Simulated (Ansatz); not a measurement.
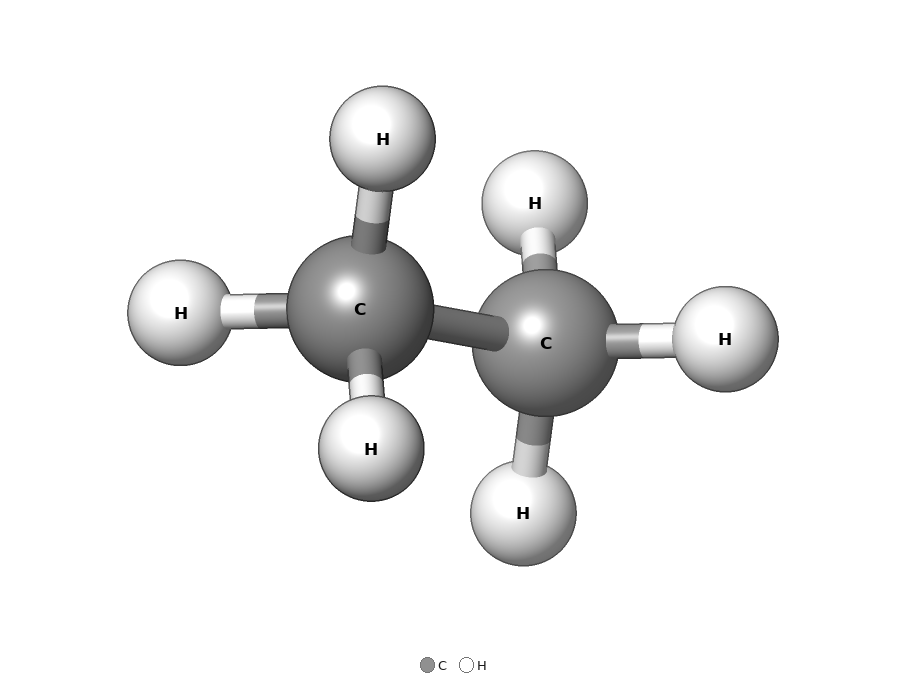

The picture shows a molecular structure as a ball-and-stick model. Every bond is drawn as one stick, whatever its order.

What is the molecular formula?

C2H6, 8 atoms: 2 carbon and 6 hydrogen.

Which point group does it belong to?

D3d.

How many sets of symmetry-equivalent atoms are there?

2: 2 C, 6 H.

How many bonds of each kind are drawn?

6 C–H, 1 C–C. Sticks follow a distance rule.

The parts below concern this one geometry. Atoms keep their numbers from picture to picture. The geometry was computed by an optimisation with PBE0-D4/def2-TZVP.

**Shape**

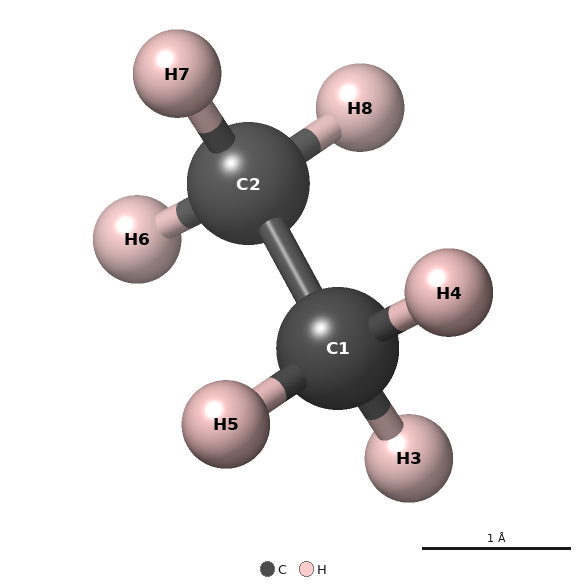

Give these bond angles: C2–C1–H3, H3–C1–H4.

```json
{"angle": "C2–C1–H3", "degrees": "111.4"}
{"angle": "H3–C1–H4", "degrees": "107.5"}
```

**Thermal motion**

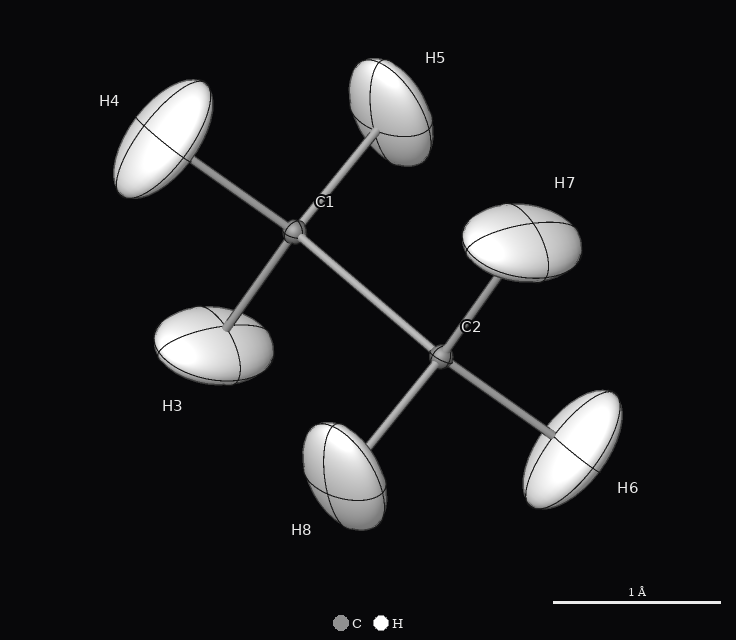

Displacement ellipsoids at the 50 % level, enlarged 1.5 times, from the internal vibrations of the free molecule (harmonic, no overall translation or rotation; no half-axis is drawn under 0.075 Å). Vibrations computed with RKS PBE0-D4/def2-TZVP (Ansatz 0.2.0). Temperature: 600 K.

Which atom moves most?

H3, H4, H5, H6, H7, H8, with U_eq = 0.0180 Å².

Does H5 move more along its bond or across it?

Across it: the root-mean-square amplitude is 0.073 Å along the bond and up to 0.182 Å across, since bending and torsion are softer than stretching.

List U_eq and the three principal root-mean-square amplitudes for each kind of atom.

| atom | U_eq (Å²) | rms amplitudes (Å) |
| --- | --- | --- |
| C1, C2 | 0.00051 | 0.019, 0.019, 0.029 |
| H3, H4, H5, H6… | 0.0180 | 0.072, 0.125, 0.182 |

**Electronic properties**

Method: RKS PBE0-D4/def2-TZVPP (Ansatz 0.2.0).

Predict the main results.

- HOMO energy (Kohn–Sham orbital): −9.56 eV
- LUMO energy (Kohn–Sham orbital): 1.44 eV
- HOMO–LUMO gap: 11.00 eV
- dispersion correction: −5.8 kJ/mol

**Charges**

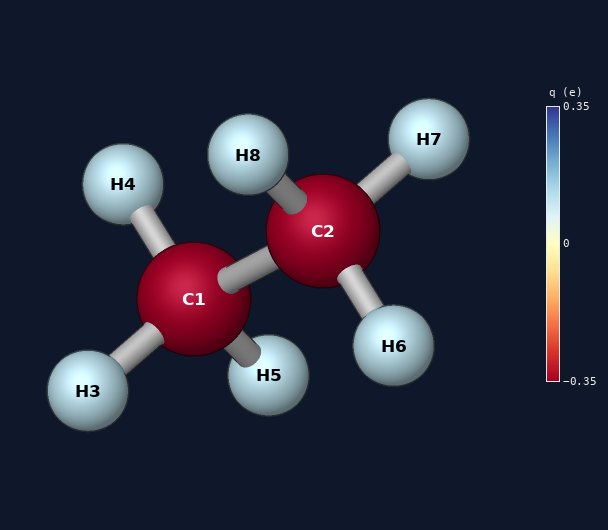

Atoms are coloured by their Mulliken charges. Properties computed with RKS PBE0-D4/def2-TZVP (Ansatz 0.2.0).

Give the Mulliken charges atom by atom.

```json
{"atom": "C1", "value (e)": "−0.35"}
{"atom": "C2", "value (e)": "−0.35"}
{"atom": "H3", "value (e)": "0.12"}
{"atom": "H4", "value (e)": "0.12"}
{"atom": "H5", "value (e)": "0.12"}
{"atom": "H6", "value (e)": "0.12"}
{"atom": "H7", "value (e)": "0.12"}
{"atom": "H8", "value (e)": "0.12"}
```

Mulliken values depend strongly on the basis set and can even reverse the polarity of a bond.
